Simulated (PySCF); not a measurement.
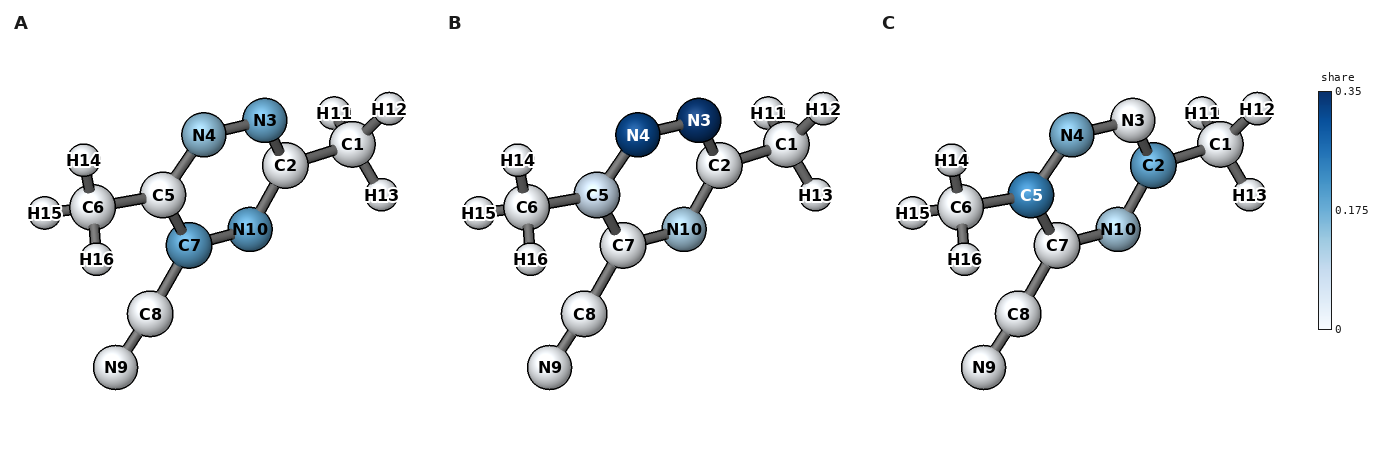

Each panel colours the atoms by their Löwdin share in one orbital (up to four of the largest shares; other atoms are shown as zero). The computed structure is the end point of a GFN2-xTB optimisation. No frequency run is at hand to confirm it as a minimum. Computed with ωB97X-D/def2-SVPD (PySCF 2.14.0).

### The panels show the HOMO, LUMO, LUMO+1, in some order. Which is which?

A: LUMO, −1.33 eV; C7 0.19, N10 0.19, N3 0.17, N4 0.14
B: HOMO, −9.23 eV; N3 0.34, N4 0.32, N10 0.12, C5 0.08
C: LUMO+1, 0.00 eV; C5 0.23, C2 0.19, N4 0.16, N10 0.12
